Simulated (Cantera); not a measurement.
Feed: 1 mol Fe(CO)₅, 0.12 mol H₂, equilibrated at 0.00880 bar.

Cantera equilibrium calculation (NASA polynomials, part measured and part estimated; ideal gas, pure solids and liquids). Candidate condensed phases: C, C₆H₆, C₇H₈, C₈H₁₈, Fe, Fe(CO)₅, FeO, Fe(OH)₂, Fe(OH)₃, Fe₂O₃, Fe₃O₄, H₂O; 114 gas species. Condensed phases not in the tables: cementite and carbon dissolved in iron. The numbers say what is thermodynamically allowed, not how fast it happens.

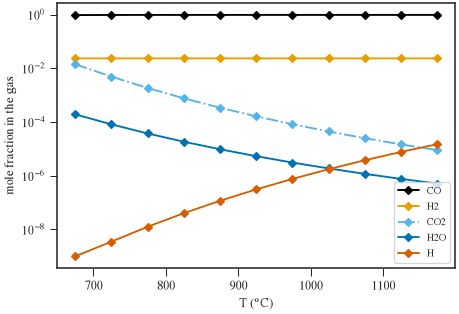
*Equilibrium gas composition (values under 1e-9 drawn at 1e-9)*

From 675 °C to 875 °C the condensed part is C(graphite) + Fe(α). At 925 °C the condensed part is C(graphite) + Fe(γ). From 975 °C to 1175 °C the condensed part is Fe(γ).
